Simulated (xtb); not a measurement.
**C2H7BNSi (charge −1): energy and gradient calculation**

System: C2H7BNSi, charge −1.
Method: GFN-FF (xtb 6.7.1).

The geometry comes from this level: GFN2-xTB.

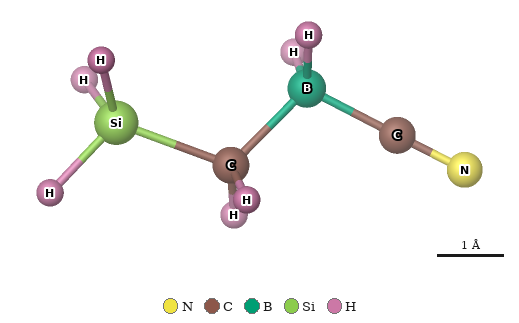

Figure 1. The input geometry (ball-and-stick view, seen on its broad side). Bond lengths as drawn: B–C 1.56 to 1.67 Å, B–H 1.22 Å, C–H 1.10 Å, C–N 1.16 Å, C–Si 1.87 Å and H–Si 1.47 to 1.49 Å.

Results in brief

| quantity | value |
| --- | --- |
| outcome | converged |
| total energy | −2.754184 hartree |
| dispersion energy | −0.006332 hartree |
| largest force | 0.870 eV/Å |
| hardware | 1 thread of Arm Neoverse N1, 98 GiB of memory available, shared host |
| peak memory | 0.072 GiB |

Input (input.xyz)
```
12
start
N     -3.046200    -1.282890     1.327660
C     -2.098140    -0.646190     1.140630
B     -0.825160     0.214030     0.897710
C     -0.019920    -0.443270    -0.411000
Si     1.556140     0.443930    -0.878970
H     -0.133150     0.171660     1.899550
H     -1.170050     1.359020     0.665810
H     -0.689800    -0.456710    -1.279950
H      0.214570    -1.494630    -0.202180
H      2.587830     0.455910     0.174730
H      1.368570     1.848160    -1.288770
H      2.255310    -0.169020    -2.045220
```

Launched with:
```bash
xtb input.xyz --grad --chrg -1 --uhf 0 --gff -P 1 > run.log
```

What the program printed
```
* xtb version 6.7.1
   ID    Z sym.   atoms
    1    7 N      1
    2    6 C      2, 4
    3    5 B      3
    4   14 Si     5
    5    1 H      6-12

           -------------------------------------------------
          |                Calculation Setup                |
           -------------------------------------------------

          program call               : xtb input.xyz --grad --chrg -1 --uhf 0 --gff -P 1
          coordinate file            : input.xyz
          omp threads                :                     1

          ==================== Thresholds ====================
          CN  :   150.00000
          rep :   500.00000
          disp:  2500.00000
          HB1 :   250.00000
          HB2 :   450.00000

          Pauling EN used:
          Z : 1  EN :  2.20
          Z : 5  EN :  2.04
          Z : 6  EN :  2.55
          Z : 7  EN :  3.04
          Z :14  EN :  1.90
          electric field strengths (au): 0.000

           -------------------------------------------------
          |           Force Field Initialization            |
           -------------------------------------------------

          distances ...
          ----------------------------------------
          generating topology and atomic info file ...
          pair mat ...
          computing topology distances matrix with Floyd-Warshall algo ...
          making topology EEQ charges ...
          #fragments for EEQ constrain: 1
          ----------------------------------------
          generating topology and atomic info file ...
          pair mat ...
          computing topology distances matrix with Floyd-Warshall algo ...
          making topology EEQ charges ...
          #fragments for EEQ constrain: 1
          rings ...
          # BATM   66
          # H in HB   3

  atom   neighbors  erfCN metchar sp-hybrid imet pi  qest     coordinates
    1  N       1    0.98   0.00         1    0    1  -0.490   -5.756484   -2.424311    2.508914
    2  C       2    1.92   0.00         1    0    1   0.021   -3.964910   -1.221122    2.155478
    3  B       4    3.43   0.04         3    0    0  -0.102   -1.559326    0.404458    1.696426
    4  C       4    3.47   0.00         3    0    0  -0.031   -0.037643   -0.837659   -0.776677
    5  Si      4    3.45   0.05         3    0    0  -0.002    2.940678    0.838906   -1.661013
    6  H       1    0.94   0.02         0    0    0  -0.027   -0.251617    0.324390    3.589629
    7  H       1    0.94   0.02         0    0    0  -0.027   -2.211074    2.568176    1.258199
    8  H       1    0.97   0.01         0    0    0  -0.049   -1.303533   -0.863057   -2.418755
    9  H       1    0.97   0.00         0    0    0  -0.049    0.405479   -2.824441   -0.382065
   10  H       1    0.96   0.01         0    0    0  -0.081    4.890290    0.861545    0.330192
   11  H       1    0.96   0.01         0    0    0  -0.081    2.586222    3.492516   -2.435422
   12  H       1    0.95   0.01         0    0    0  -0.081    4.261918   -0.319402   -3.864906

          #atoms :   12
          #bonds :   11
          #angl  :   19
          #tors  :   18
          #nmol  :   1
          #optfrag :   1
           -------------------------------------------------
          |                   G F N - F F                   |
          |          A general generic force-field          |
          |                  Version 1.0.3                  |
           -------------------------------------------------
          Number of HB bonds (bound hydrogen)     3
          Number of HB bonds (unbound hydrogen)   6
          Number of XB bonds                      0

 E+G (total)                   0 d,  0 h,  0 min,  0.000 sec
 distance/D3 list               ...        0 min,  0.000 sec (  0.781%)
 non bonded repulsion           ...        0 min,  0.000 sec (  5.370%)
 dCN                            ...        0 min,  0.000 sec (  4.027%)
 EEQ energy and q               ...        0 min,  0.000 sec ( 11.793%)
 D3                             ...        0 min,  0.000 sec ( 28.646%)
 EEQ gradient                   ...        0 min,  0.000 sec (  2.159%)
 bonds                          ...        0 min,  0.000 sec (  6.247%)
 bend and torsion               ...        0 min,  0.000 sec ( 11.345%)
 bonded ATM                     ...        0 min,  0.000 sec (  4.405%)
 HB/XB (incl list setup)        ...        0 min,  0.000 sec ( 19.172%)

         :::::::::::::::::::::::::::::::::::::::::::::::::::::
         ::                     SUMMARY                     ::
         :::::::::::::::::::::::::::::::::::::::::::::::::::::
         :: total energy              -2.754184408597 Eh    ::
         :: gradient norm              0.035848013132 Eh/a0 ::
         ::.................................................::
         :: bond energy               -1.666780435372 Eh    ::
         :: angle energy               0.018657576199 Eh    ::
         :: torsion energy             0.000005581724 Eh    ::
         :: repulsion energy           0.070543551154 Eh    ::
         :: electrostat energy        -1.171015402573 Eh    ::
         :: dispersion energy         -0.006332124077 Eh    ::
         :: HB energy                  0.000000000000 Eh    ::
         :: XB energy                  0.000000000000 Eh    ::
         :: bonded atm energy          0.000736844348 Eh    ::
         :: external energy            0.000000000000 Eh    ::
         :: add. restraining           0.000000000000 Eh    ::
         :: total charge              -1.000000000000 e     ::
         :::::::::::::::::::::::::::::::::::::::::::::::::::::

           -------------------------------------------------
          |                Property Printout                |
           -------------------------------------------------

molecular dipole:
                 x           y           z       tot (Debye)
 q only:        2.122       0.963      -0.859       6.312

           -------------------------------------------------
          | TOTAL ENERGY               -2.754184408597 Eh   |
          | GRADIENT NORM               0.035848013132 Eh/α |
           -------------------------------------------------
########################################################################
[WARNING] Runtime exception occurred
-1- gfnff_setup: Could not read topology file.
########################################################################

------------------------------------------------------------------------
------------------------------------------------------------------------
 total:
 *  cpu-time:     0 d,  0 h,  0 min,  0.004 sec
 * ratio c/w:     1.000 speedup
 SCF:
 *  cpu-time:     0 d,  0 h,  0 min,  0.000 sec
 * ratio c/w:     1.000 speedup
```

Standard error
```
normal termination of xtb
```
